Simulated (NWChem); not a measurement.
**One shape, several levels: BNH3OF (SMILES NB(O)F)**

Aim: a comparison of 3 runs (HF/STO-3G, HF/3-21G, B3LYP/6-31G*) of BNH3OF. 

Program for the calculation: NWChem 7.3.0.

## (1) The system as given

BNH3OF: 7 atoms, total charge 0, spin state singlet. As SMILES, `NB(O)F`. The coordinates come from a PBE0-D4/def2-TZVP relaxation. This is one conformer, not always the lowest.

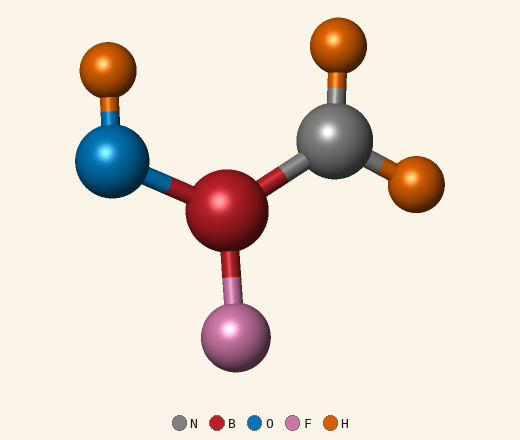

The structure, seen from a chosen angle (nitrogen grey, boron red, oxygen blue, fluorine pink, hydrogen orange).

## (2) Energy and forces at HF/STO-3G (run 1)

Contents of bfh3no.xyz:

```xyz
7

N     -0.531800     0.753400    -0.032100
B      0.039300    -0.505700    -0.288800
O      1.106300    -1.044300     0.367000
F     -0.494800    -1.258200    -1.256300
H     -1.320400     1.081700    -0.559700
H     -0.210100     1.394300     0.668500
H      1.472700    -0.489200     1.055700
```

Contents of run.py:

```python
from ase.io import read
from ase.calculators.nwchem import NWChem

molecule = read('bfh3no.xyz')

calc = NWChem(
    label='bfh3no',
    theory='scf',
    memory='2200 mb',
    basis='STO-3G',
    basispar='spherical bse',
    scf={'nopen': '0', 'rhf': None, 'thresh': '1e-08', 'maxiter': '80'},
)
molecule.calc = calc

forces = molecule.get_forces()
e = molecule.get_potential_energy()
print(f"E = {e:.6f} eV")
print("forces (eV/A):")
for s, f in zip(molecule.symbols, forces):
    print(f"{s:2s} {f[0]:10.5f} {f[1]:10.5f} {f[2]:10.5f}")
print("dipole (e A):", molecule.get_dipole_moment().round(4))
```

Command:

```console
$ export ASE_NWCHEM_COMMAND="nwchem PREFIX.nwi > PREFIX.nwo"
$ python run.py
```

Log:

```text
E = -6853.988796 eV
forces (eV/A):
N     0.37163   -0.65059   -0.06222
B    -0.28688   -0.70135   -0.70212
O    -0.53793   -1.05297   -1.16080
F     0.39364    0.48038    0.66525
H    -0.47457    0.31568   -0.24400
H     0.15884    0.50646    0.46475
H     0.37528    1.10239    1.03914
dipole (e A): [-0.0249  0.5106  0.2966]
```

The calculator wrote bfh3no.nwi:

```
title "bfh3no"

permanent_dir bfh3no

scratch_dir bfh3no

start bfh3no

geometry units angstrom nocenter noautosym noautoz
  N  -5.3180000000000005e-01 7.5339999999999996e-01 -3.2099999999999997e-02
  B  3.9300000000000002e-02 -5.0570000000000004e-01 -2.8880000000000000e-01
  O  1.1063000000000001e+00 -1.0443000000000000e+00 3.6699999999999999e-01
  F  -4.9480000000000002e-01 -1.2582000000000000e+00 -1.2563000000000000e+00
  H  -1.3204000000000000e+00 1.0817000000000001e+00 -5.5969999999999998e-01
  H  -2.1010000000000001e-01 1.3943000000000001e+00 6.6849999999999998e-01
  H  1.4726999999999999e+00 -4.8920000000000002e-01 1.0557000000000001e+00
end

memory 2200 mb

basis spherical bse noprint
   * library STO-3G
end

scf
  nopen 0
  rhf
  thresh 1e-08
  maxiter 80
end

task scf gradient
```

bfh3no.nwo:

```text
Northwest Computational Chemistry Package (NWChem) 7.3.0
             --------------------------------------------------------

           Job information
           ---------------

    nwchem branch   = 7.3.0
    use scalapack   = T
    input           = bfh3no.nwi
    prefix          = bfh3no.
    data base       = bfh3no/bfh3no.db
    status          = startup
    nproc           =        1

           Memory information
           ------------------

    heap     =     72089600 doubles =      550.0 Mbytes
    stack    =     72089597 doubles =      550.0 Mbytes
    global   =    144179200 doubles =     1100.0 Mbytes (distinct from heap & stack)
    total    =    288358397 doubles =     2200.0 Mbytes
    verify   = yes
    hardfail = no

           Directory information
           ---------------------

  0 permanent = bfh3no
  0 scratch   = bfh3no

                                NWChem Input Module
                                -------------------

                                      bfh3no
                                      ------

[... 126 lines left out ...]
 Convergence threshold     :          1.000E-08
[... 12 lines left out ...]
       Final RHF  results
[... 3 lines left out ...]
      One-electron energy =   -578.496528716182
[... 1 line left out ...]
 Nuclear repulsion energy =    114.658713712190
[... 31 lines left out ...]
                       ROHF Final Molecular Orbital Analysis
[... 184 lines left out ...]
                              NWChem Gradients Module
                              -----------------------

                                      bfh3no

  wavefunction    =   RHF

                         RHF ENERGY GRADIENTS

    atom               coordinates                        gradient
                 x          y          z           x          y          z
   1 N      -1.004956   1.423720  -0.060660   -0.007227   0.012652   0.001210
   2 B       0.074266  -0.955634  -0.545753    0.005579   0.013639   0.013654
   3 O       2.090604  -1.973441   0.693529    0.010461   0.020477   0.022574
   4 F      -0.935036  -2.377653  -2.374063   -0.007655  -0.009342  -0.012937
   5 H      -2.495194   2.044117  -1.057680    0.009229  -0.006139   0.004745
   6 H      -0.397031   2.634845   1.263282   -0.003089  -0.009849  -0.009038
   7 H       2.782999  -0.924454   1.994984   -0.007298  -0.021438  -0.020208

                 ----------------------------------------
                 |  Time  |  1-e(secs)   |  2-e(secs)   |
                 ----------------------------------------
                 |  CPU   |       0.00   |       0.61   |
                 ----------------------------------------
                 |  WALL  |       0.00   |       0.61   |
                 ----------------------------------------

 Task  times  cpu:        2.0s     wall:        2.0s
 Total times  cpu:        2.0s     wall:        2.0s
```

Run time: 3.9 s. Hardware: 1 thread of AMD EPYC, shared host; peak memory 0.098 GiB.

## (3) Energy and gradient at HF/3-21G (run 2)

Contents of struct.xyz:

```xyz
7

N     -0.531800     0.753400    -0.032100
B      0.039300    -0.505700    -0.288800
O      1.106300    -1.044300     0.367000
F     -0.494800    -1.258200    -1.256300
H     -1.320400     1.081700    -0.559700
H     -0.210100     1.394300     0.668500
H      1.472700    -0.489200     1.055700
```

Contents of struct.nw:

```
start struct
memory stack 880 mb heap 220 mb global 1100 mb
geometry noautosym nocenter noautoz
   load struct.xyz
end
basis spherical bse
   * library 3-21G
end
scf
   thresh 1e-08
   maxiter 80
   print low
end
task scf gradient
```

Command:

```console
$ nwchem struct.nw > struct.out
```

Log:

```text
[...]
  functions       =    42
[...]
  wavefunction    = RHF
[...]
         Total SCF energy =   -253.964903189638
      One-electron energy =   -578.601906797905
      Two-electron energy =    209.978289896077
 Nuclear repulsion energy =    114.658713712190
        Time for solution =      1.2s
[...]
                         RHF ENERGY GRADIENTS
    atom               coordinates                        gradient
                 x          y          z           x          y          z
   1 N      -1.004956   1.423720  -0.060660    0.003634  -0.011803  -0.004024
   2 B       0.074266  -0.955634  -0.545753    0.006494  -0.003540   0.003785
   3 O       2.090604  -1.973441   0.693529   -0.008206  -0.001540  -0.008586
   4 F      -0.935036  -2.377653  -2.374063    0.008771   0.010702   0.014875
   5 H      -2.495194   2.044117  -1.057680   -0.003589   0.001751  -0.002226
   6 H      -0.397031   2.634845   1.263282    0.001578   0.002256   0.002891
   7 H       2.782999  -0.924454   1.994984   -0.008683   0.002173  -0.006715
 Task  times  cpu:        2.2s     wall:        2.2s
 Total times  cpu:        2.2s     wall:        2.2s
```

It took 2.8 s on 1 thread of AMD EPYC, shared host; peak memory 0.099 GiB.

## (4) Energy and gradient at B3LYP/6-31G(d) (Cartesian functions) (run 3)

Contents of test.nw:

```
start test
memory stack 880 mb heap 220 mb global 1100 mb

geometry units angstroms noautosym nocenter noautoz
   N       -0.531800       0.753400      -0.032100
   B        0.039300      -0.505700      -0.288800
   O        1.106300      -1.044300       0.367000
   F       -0.494800      -1.258200      -1.256300
   H       -1.320400       1.081700      -0.559700
   H       -0.210100       1.394300       0.668500
   H        1.472700      -0.489200       1.055700
end

basis cartesian
   * library 6-31G*
end

dft
   xc b3lyp
   grid xfine
   convergence energy 1e-08
   maxiter 100
   mulliken
   print medium
end

task dft gradient
```

Command:

```console
$ nwchem test.nw > test.out
```

Log:

```text
[...]
          Wavefunction type:  closed shell.
          No. of atoms     :     7
          No. of electrons :    32
[...]
          Charge           :     0
          Spin multiplicity:     1
[...]
          AO basis - number of functions:    66
[...]
              XC Information
              --------------
                         B3LYP Method XC Potential
                     Hartree-Fock (Exact) Exchange  0.200
                        Slater Exchange Functional  0.800 local
                    Becke 1988 Exchange Functional  0.720 non-local
              Lee-Yang-Parr Correlation Functional  0.810
                  VWN I RPA Correlation Functional  0.190 local
[...]
 d= 0,ls=0.0,diis     1   -256.5338600350 -3.71D+02  1.65D-02  8.45D-01     4.5
[...]
 d= 0,ls=0.0,diis    10   -256.6208032272 -3.40D-10  1.52D-07  2.10D-10    34.3
         Total DFT energy =     -256.620803227194
      One electron energy =     -580.736951213241
           Coulomb energy =      240.762799035910
    Exchange-Corr. energy =      -31.305364762054
 Nuclear repulsion energy =      114.658713712190
[...]
      Total Density - Mulliken Population Analysis
     ---------------------------------------------
    Atom       Charge   Shell Charges
 -----------   ------   -------------------------------------------------------
    1 N    7     7.77   1.99  0.76  2.59  0.80  1.62  0.01
    2 B    5     4.46   1.99  0.51  1.42  0.10  0.30  0.14
    3 O    8     8.56   1.99  0.90  2.97  0.89  1.78  0.03
    4 F    9     9.25   1.99  0.96  3.34  0.88  2.01  0.07
    5 H    1     0.67   0.51  0.16
    6 H    1     0.69   0.51  0.18
    7 H    1     0.60   0.48  0.12
[...]
  wavefunction    = closed shell
                         DFT ENERGY GRADIENTS
    atom               coordinates                        gradient
                 x          y          z           x          y          z
   1 N      -1.004956   1.423720  -0.060660   -0.000415  -0.000805  -0.000881
   2 B       0.074266  -0.955634  -0.545753    0.000336   0.001240   0.001031
   3 O       2.090604  -1.973441   0.693529   -0.002259   0.007318   0.002495
   4 F      -0.935036  -2.377653  -2.374063    0.002207   0.003092   0.004010
   5 H      -2.495194   2.044117  -1.057680    0.003564  -0.001772   0.002210
   6 H      -0.397031   2.634845   1.263282   -0.001051  -0.003941  -0.003442
   7 H       2.782999  -0.924454   1.994984   -0.002380  -0.005132  -0.005422
[...]
```

It took 44 s on 1 thread of AMD EPYC, shared host; peak memory 0.13 GiB.

## (5) All runs side by side

```csv
run,level,Cartesian functions,iteration cap,energy (Eh),dipole moment (D),HOMO energy (eV),LUMO energy (eV),wall time
1,HF/STO-3G,no,80,-251.879444,2.84,-9.25,10.96,3.9 s
2,HF/3-21G,no,80,-253.964903,–,–,–,2.8 s
3,B3LYP/6-31G* (Cartesian functions),yes,100,-256.620803,3.62,-7.34,1.54,44 s
```

## (6) Summary of results

```
                       quantity          value
            run 3: total energy  -256.62080 Eh
           run 3: dipole moment         3.62 D
             run 3: HOMO energy       -7.34 eV
             run 3: LUMO energy        1.54 eV
           run 3: HOMO–LUMO gap        8.89 eV
run 3: largest force on an atom     0.414 eV/Å
```

What this shows: In run 1 the basis is minimal, so the values are rough. All runs together took 51 s, the longest 44 s.
